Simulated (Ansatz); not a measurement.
# One shape, several levels: CH7FSi2 (SMILES F[SiH2]C[SiH3])

Wanted: a comparison of 6 runs (HF/STO-3G, HF/3-21G, BHLYP/6-31G*, CAM-B3LYP/6-31G*, SVWN5/6-31G*, r2SCAN0/6-31G*) of CH7FSi2. 

Program for the calculation: Ansatz 0.2.0.

58 further runs of the same task are left out: 1 that didn't finish, 57 set aside as unsound or not needed.

### 1 The structure to begin with

CH7FSi2 has 11 atoms, charge 0, and is taken as a singlet. SMILES: `F[SiH2]C[SiH3]`. The Si2–C3 distance was set to 4.078 Å, away from the relaxed value. At this shape a bond of the SMILES string is far longer than usual.

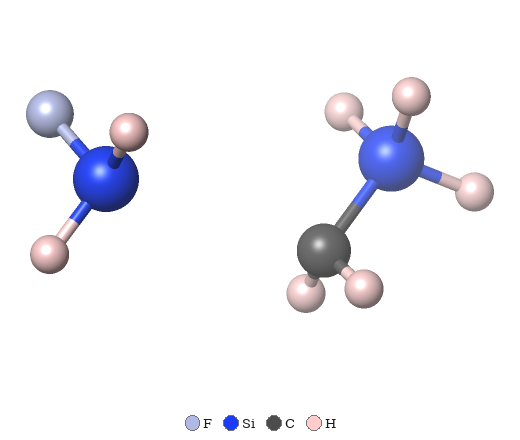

The structure, seen from a chosen angle (fluorine light blue, silicon blue, carbon dark grey, hydrogen pink).

### 2 A single-point energy at HF/STO-3G (run 1)

The input, input.yaml:

```yaml
crystal:
  periodic: [false, false, false]
  atoms:
    - {symbol: F, position_ang: [-2.131182, 3.832571, 0.116680]}
    - {symbol: Si, position_ang: [-0.571282, 3.663571, 0.449080]}
    - {symbol: C, position_ang: [0.349200, -0.305900, 0.605500]}
    - {symbol: Si, position_ang: [-0.157200, -1.306900, -0.899700]}
    - {symbol: H, position_ang: [0.191918, 4.338071, -0.630320]}
    - {symbol: H, position_ang: [-0.326382, 4.342671, 1.746080]}
    - {symbol: H, position_ang: [1.437100, -0.385200, 0.722600]}
    - {symbol: H, position_ang: [-0.101300, -0.751100, 1.498900]}
    - {symbol: H, position_ang: [-1.636400, -1.388400, -0.995700]}
    - {symbol: H, position_ang: [0.369900, -0.665700, -2.134100]}
    - {symbol: H, position_ang: [0.392600, -2.686000, -0.812200]}
basis:
  gaussian: {orbitals: STO-3G}
hamiltonian: {xc: hf}
accuracy: high
output: {orbitals: {seedname: orbitals}}
```

Launch:

```
$ ansatz run input.yaml --threads 1 --pin off --max-ram 3480MiB --events-out events.jsonl --progress --plain --runs-dir runs
```

The program printed:

```text
Warning: RAYON_NUM_THREADS=1 ignored (pool sized by the plan → 1); use --threads N
Functional definition: HF
  name "HF"
  exchange = exact_x
  correlation = 0
634 factors; integrals over basis functions are off by at most 2.8e-8 eV
mean field evaluation 1: about -19324.8194 eV, gradient 3.0e1 eV
mean field evaluation 2: about -19324.8743 eV, gradient 3.0e1 eV
mean field evaluation 4: about -19330.5929 eV, gradient 9.9e0 eV
mean field evaluation 8: about -19331.2958 eV, gradient 6.0e-2 eV
mean field evaluation 16: about -19329.0113 eV, gradient 1.7e1 eV
mean field -19331.29249569 eV, -710.4118959961 hartree, gradient 2.2e-8 eV, S^2 0.000000; 1 other end points of the search recorded, 0 dependent functions left out
reference -19331.29249569 eV, -710.4118959961 hartree; 25, 25 occupied and 10, 10 virtual orbitals, 634 factors
Total energy: -19331.29249569 eV, -710.4118959961 hartree
```

Run time: 0.42 s. Hardware: 1 thread of Arm Neoverse V1, shared host.

### 3 A single-point energy at HF/3-21G (run 2)

Changes to input.yaml since step 2:

```diff
@@ -1 +1,3 @@
+basis:
+  gaussian: {orbitals: 3-21G.json}
 crystal:
@@ -14,4 +16,2 @@
     - {symbol: H, position_ang: [0.392600, -2.686000, -0.812200]}
-basis:
-  gaussian: {orbitals: STO-3G}
 hamiltonian: {xc: hf}
```

The basis set 3-21G is read from a file made from the Basis Set Exchange's data (not shown).

Launch:

```
$ ansatz run input.yaml --threads 1 --pin off --max-ram 3480MiB --events-out events.jsonl --progress --plain --runs-dir runs
```

The program printed:

```text
Warning: RAYON_NUM_THREADS=1 ignored (pool sized by the plan → 1); use --threads N
[... 4 set-up lines as earlier in the session ...]
1303 factors; integrals over basis functions are off by at most 6.9e-8 eV
mean field evaluation 1: about -19456.3398 eV, gradient 3.7e1 eV
mean field evaluation 2: about -19456.6453 eV, gradient 3.8e1 eV
mean field evaluation 4: about -19462.0913 eV, gradient 7.8e0 eV
mean field evaluation 8: about -19462.4000 eV, gradient 1.9e0 eV
mean field evaluation 16: about -19462.4147 eV, gradient 1.5e-8 eV
mean field -19462.41472489 eV, -715.2305490411 hartree, gradient 2.2e-8 eV, S^2 0.000000; 0 other end points of the search recorded, 0 dependent functions left out
reference -19462.41472489 eV, -715.2305490411 hartree; 25, 25 occupied and 33, 33 virtual orbitals, 1303 factors
Total energy: -19462.41472489 eV, -715.2305490411 hartree
```

Wall time 0.91 s (1 thread of Arm Neoverse V1, shared host); peak memory 0.13 GiB.

### 4 A single-point energy at BHLYP/6-31G(d) (spherical functions) (run 3)

The input, molecule.yaml:

```yaml
crystal:
  periodic: [false, false, false]
  atoms:
    - {symbol: F, position_ang: [-2.131182, 3.832571, 0.116680]}
    - {symbol: Si, position_ang: [-0.571282, 3.663571, 0.449080]}
    - {symbol: C, position_ang: [0.349200, -0.305900, 0.605500]}
    - {symbol: Si, position_ang: [-0.157200, -1.306900, -0.899700]}
    - {symbol: H, position_ang: [0.191918, 4.338071, -0.630320]}
    - {symbol: H, position_ang: [-0.326382, 4.342671, 1.746080]}
    - {symbol: H, position_ang: [1.437100, -0.385200, 0.722600]}
    - {symbol: H, position_ang: [-0.101300, -0.751100, 1.498900]}
    - {symbol: H, position_ang: [-1.636400, -1.388400, -0.995700]}
    - {symbol: H, position_ang: [0.369900, -0.665700, -2.134100]}
    - {symbol: H, position_ang: [0.392600, -2.686000, -0.812200]}
basis:
  gaussian:
    orbitals: 6-31G_st_-spherical.json
hamiltonian:
  xc: {name: BHLYP}
accuracy: high
output: {orbitals: {seedname: orbitals}}
```

The basis set 6-31G* is read from a file made from the Basis Set Exchange's data (not shown).

Launch:

```
$ ansatz run molecule.yaml --threads 1 --pin off --max-ram 3480MiB --events-out events.jsonl --progress --plain --runs-dir runs
```

The program printed:

```text
Warning: RAYON_NUM_THREADS=1 ignored (pool sized by the plan → 1); use --threads N
Functional definition: BHLYP
  name "BHLYP"
  parameter a = 0.5
  exchange = (1 - a)*b88_x + a*exact_x
  correlation = lyp_c
1738 factors; integrals over basis functions are off by at most 4.2e-8 eV
mean field evaluation 1: about -19606.3532 eV, gradient 5.2e1 eV
mean field evaluation 2: about -19590.4798 eV, gradient 7.9e1 eV
mean field evaluation 4: about -19613.8279 eV, gradient 2.2e1 eV
mean field evaluation 8: about -19615.8664 eV, gradient 6.8e-1 eV
mean field evaluation 16: about -19616.3869 eV, gradient 1.7e-3 eV
mean field -19616.38694285 eV, -720.8889236851 hartree, gradient 4.8e-8 eV, S^2 0.000000; 0 other end points of the search recorded, 0 dependent functions left out
reference -19616.38697798 eV, -720.8889249762 hartree; 25, 25 occupied and 53, 53 virtual orbitals, 1738 factors
Total energy: -19616.38697798 eV, -720.8889249762 hartree
```

Run time: 9 s. Hardware: 1 thread of Arm Neoverse V1, shared host; peak memory 0.25 GiB.

Runs 4 to 5 aren't shown in full; the table further down has their settings and results.

### 5 A single-point energy at r2SCAN0/6-31G(d) (spherical functions) (run 6)

The input, run.yaml:

```yaml
basis:
  gaussian:
    orbitals: 6-31G_st_-spherical.json
crystal:
  periodic: [false, false, false]
  atoms:
    - {symbol: F, position_ang: [-2.131182, 3.832571, 0.116680]}
    - {symbol: Si, position_ang: [-0.571282, 3.663571, 0.449080]}
    - {symbol: C, position_ang: [0.349200, -0.305900, 0.605500]}
    - {symbol: Si, position_ang: [-0.157200, -1.306900, -0.899700]}
    - {symbol: H, position_ang: [0.191918, 4.338071, -0.630320]}
    - {symbol: H, position_ang: [-0.326382, 4.342671, 1.746080]}
    - {symbol: H, position_ang: [1.437100, -0.385200, 0.722600]}
    - {symbol: H, position_ang: [-0.101300, -0.751100, 1.498900]}
    - {symbol: H, position_ang: [-1.636400, -1.388400, -0.995700]}
    - {symbol: H, position_ang: [0.369900, -0.665700, -2.134100]}
    - {symbol: H, position_ang: [0.392600, -2.686000, -0.812200]}
hamiltonian:
  xc: {name: r2SCAN0}
accuracy: high
output: {orbitals: {seedname: orbitals}}
```

The basis set 6-31G* is read from a file made from the Basis Set Exchange's data (not shown).

Launch:

```
$ ansatz run run.yaml --threads 1 --pin off --max-ram 3480MiB --events-out events.jsonl --progress --plain --runs-dir runs
```

The program printed:

```text
Warning: RAYON_NUM_THREADS=1 ignored (pool sized by the plan → 1); use --threads N
Functional definition: r2SCAN0
  name "r2SCAN0"
  parameter a = 0.25
  parameter k0 = 0.174
  parameter k1 = 0.065
  parameter a1 = 4.9479
  exchange = (1 - a)*r2scan_x(k0 = k0, k1 = k1, a1 = a1) + a*exact_x
  correlation = r2scan_c
1738 factors; integrals over basis functions are off by at most 4.2e-8 eV
mean field evaluation 1: about -19603.3800 eV, gradient 5.4e1 eV
mean field evaluation 2: about -19513.7280 eV, gradient 1.1e2 eV
mean field evaluation 4: about -19612.3814 eV, gradient 2.3e1 eV
mean field evaluation 8: about -19614.0480 eV, gradient 1.3e0 eV
mean field evaluation 16: about -19614.3051 eV, gradient 5.3e-4 eV
mean field -19614.30506449 eV, -720.8124160665 hartree, gradient 2.6e-8 eV, S^2 0.000000; 0 other end points of the search recorded, 0 dependent functions left out
reference -19614.30506537 eV, -720.8124160987 hartree; 25, 25 occupied and 53, 53 virtual orbitals, 1738 factors
Total energy: -19614.30506537 eV, -720.8124160987 hartree
```

Run time: 14 s. Hardware: 1 thread of Arm Neoverse V1, shared host; peak memory 0.32 GiB.

### 6 All runs side by side

```
run                                   level  energy (Eh)  HOMO energy (eV)  LUMO energy (eV)  HOMO–LUMO gap (eV)  wall time
  1                               HF/STO-3G  -710.411896             -3.11              1.41                4.52     0.42 s
  2                                HF/3-21G  -715.230549             -6.98             -1.44                5.54     0.91 s
  3      BHLYP/6-31G* (spherical functions)  -720.888925             -6.36             -3.22                3.14        9 s
  4  CAM-B3LYP/6-31G* (spherical functions)  -720.909956             -6.72             -3.04                3.67      8.4 s
  5      SVWN5/6-31G* (spherical functions)  -717.589234             -5.24             -4.44                0.80      4.2 s
  6    r2SCAN0/6-31G* (spherical functions)  -720.812416             -5.96             -3.95                2.02       14 s
```

### 7 Results

| quantity | value |
| --- | --- |
| run 6: total energy | -720.81242 Eh |
| run 6: HOMO energy | -5.96 eV |
| run 6: LUMO energy | -3.95 eV |
| run 6: HOMO–LUMO gap | 2.02 eV |

The HOMO–LUMO gap runs from 0.80 eV (SVWN5/6-31G*) to 5.54 eV (HF/3-21G). The two ends differ in method and basis. Totals of different functionals can't be ranked against each other. In run 1 the basis is minimal, so the values are rough. In runs 1, 2, 3, 4, 5, 6 a closed-shell determinant meets a far-stretched bond, which it describes badly. All runs together took 37 s, the longest 14 s.
